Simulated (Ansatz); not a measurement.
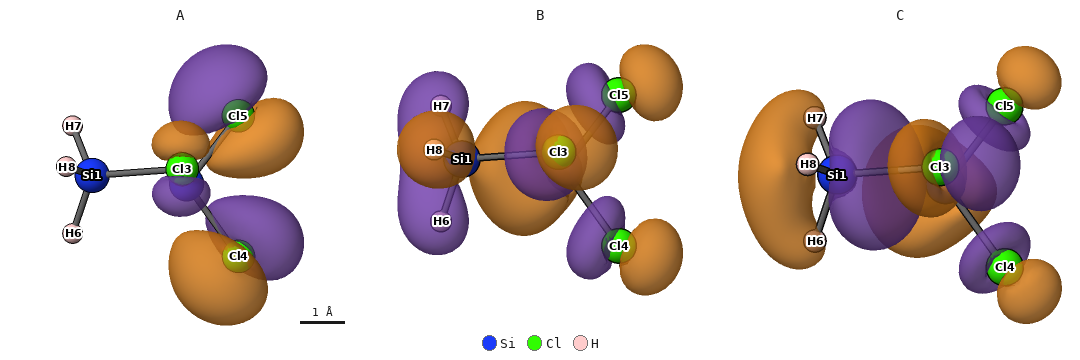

Figure 1: Cl3H3Si2. Three frontier orbitals at ±0.08 Å⁻³ᐟ² (orange and purple are the two phases), in no order.

A transition-state structure; geometry: PBE0-D4/def2-TZVP.

Theory: Ansatz 0.2.0, RKS PBE0-D4/def2-TZVPP.

```tsv
atom	x (Å)	y (Å)	z (Å)
Si	-0.1487	-0.1672	1.2493
Si	-0.1755	0.5034	-1.2049
Cl	1.1865	-1.1895	-0.3488
Cl	-1.1569	-0.4895	-2.7220
Cl	1.2118	1.7068	-2.1415
H	-1.5969	-0.4846	1.2390
H	0.2152	1.2047	1.6783
H	0.4647	-1.0843	2.2507
```

### Order the three orbitals by energy and name them.

A is the HOMO−1 (−9.26 eV). Its weight (Hirshfeld) is mainly on Cl4 (about 45 %) and Cl5 (about 45 %); largely a combination of lone pairs on Cl4 and Cl5. B is the HOMO (−7.01 eV). It lies mainly on Si2 (about 35 %), Cl3 (about 15 %), Si1 (about 15 %), Cl4 (about 10 %) and Cl5 (about 10 %). C is the LUMO (−2.06 eV). Its weight (Hirshfeld) is mainly on Si2 (about 30 %), Si1 (about 30 %), Cl3 (about 15 %), Cl4 (about 5 %) and Cl5 (about 5 %).

### What is the HOMO–LUMO gap?

4.95 eV between the orbital energies.
